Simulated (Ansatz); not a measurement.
BCl$_{2}$HO···CH$_{4}$O

```xyz
11

B    -0.0624   -0.3135    0.2346
O    -0.9263   -0.9008    1.0933
H    -1.8011   -0.4841    1.0603
Cl    1.5686   -1.0363    0.1049
Cl   -0.6355    0.7707   -1.0784
O     0.4734    1.3409    1.7189
C     1.4568    2.3209    1.3680
H     2.3930    1.8554    1.0357
H     1.0339    2.8968    0.5429
H     1.6559    2.9939    2.2108
H     0.8306    0.7848    2.4296
```

All numbers below come from RKS B3LYP/6-31G* (Ansatz).

Predict the electron density and electron localisation function between the atoms.

Answer. B1···O6 (2.29 Å): the density falls to about 0.21 e/Å³ on the way; the ELF peaks at about 0.90 in the valence shell of O, 0.6 Å from its nucleus, and is about 0.25 at the midpoint.
B–O (1.35 Å): ρ is about 2.2 e/Å³ halfway; the ELF peaks at about 0.90 between the atoms: a short, strongly polar bond.
C–O (1.43 Å): the density is about 1.9 e/Å³ at the midpoint, with its minimum of 1.7 e/Å³ about 0.5 Å from C; the ELF peaks at about 0.90 between the atoms, as expected for a polar covalent bond.
C–H (1.10 Å): ρ at the midpoint is about 2 e/Å³; the ELF climbs to about 1 towards the hydrogen, as it does in any bond to H; an ordinary covalent bond to hydrogen.

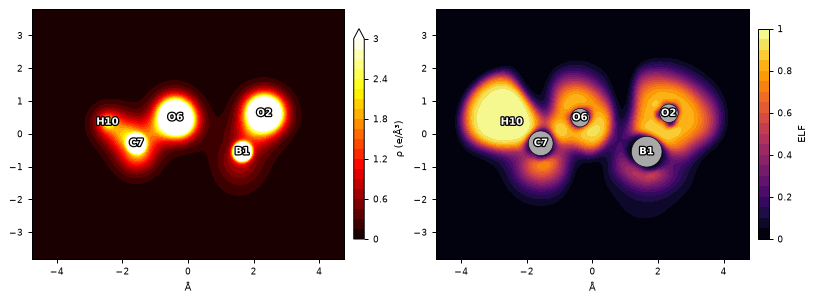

Computed electron density and electron localisation function on the plane of atoms O6, C7 and H10, in this order. Grey discs cover the atomic cores in the ELF map. 
